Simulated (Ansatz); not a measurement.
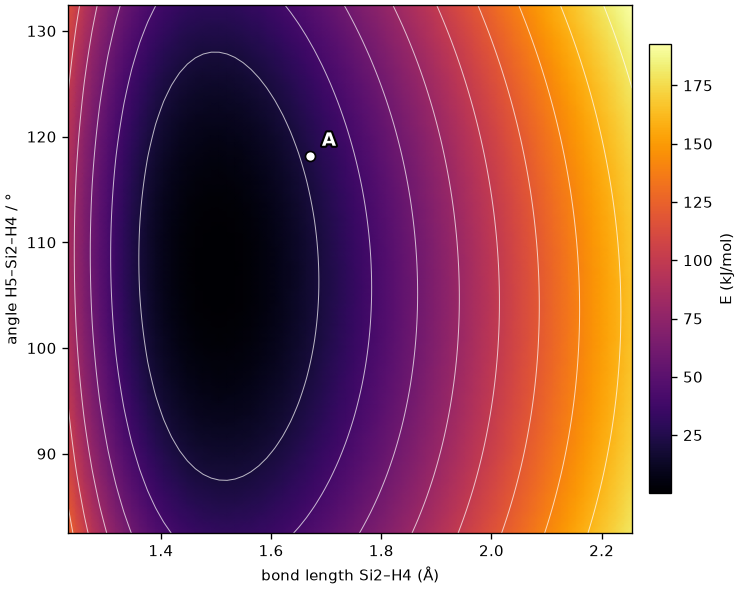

AlH4Si, SMILES [AlH][SiH3], spin multiplicity 2. Coordinates scanned: (1) bond length Si2–H4; (2) angle H5–Si2–H4. Nothing is relaxed (all other coordinates rigid). The grid has 15 × 15 points. All energies are given in kJ/mol relative to the relaxed molecule at the same level. These are results of UKS PBE-D4/def2-TZVP in Ansatz 0.2.0, not measurements.

The picture shows a smooth colour map with a few white contour lines, the point A. Between grid points the surface is interpolated.

Question: Is A at rest? If not, where is it pushed?

Answer: A, at bond length Si2–H4 = 1.671 Å, angle H5–Si2–H4 = 118.2°, is not a stationary point. The computed force is 183 kJ/mol for each Å towards smaller values of bond length Si2–H4 and 1.1 kJ/mol for each degree towards smaller values of angle H5–Si2–H4.
